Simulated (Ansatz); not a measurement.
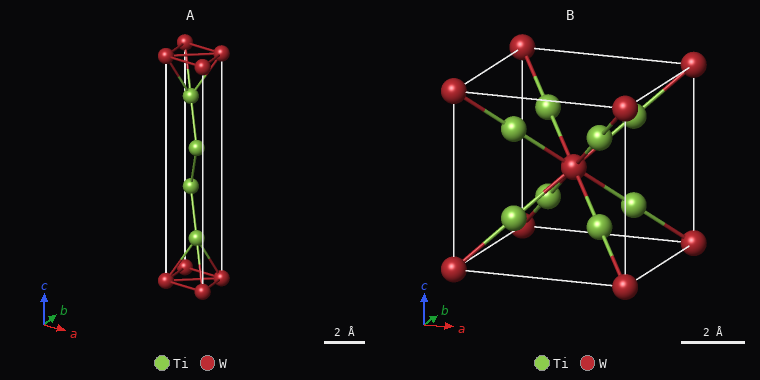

Two structures of Ti4W, each relaxed to rest (conventional cells in solid outline, small ones repeated, not to one scale). Method: Ansatz 0.2.0, DFT PBE, scalar-relativistic, plane waves, PAW, without spin polarisation.

### Name structures A and B.

A: 5 atoms a cell on a primitive hexagonal lattice, P-3m1. B: 10 atoms a cell on a body-centred cubic lattice, Im-3m.

### A or B: which is lower in energy?

A is lower, by 763 meV/atom at this level of theory (energies at zero smearing). Volumes: A 17.0, B 20.9 Å³/atom.

One or both may be structure types tried for this composition rather than known phases.
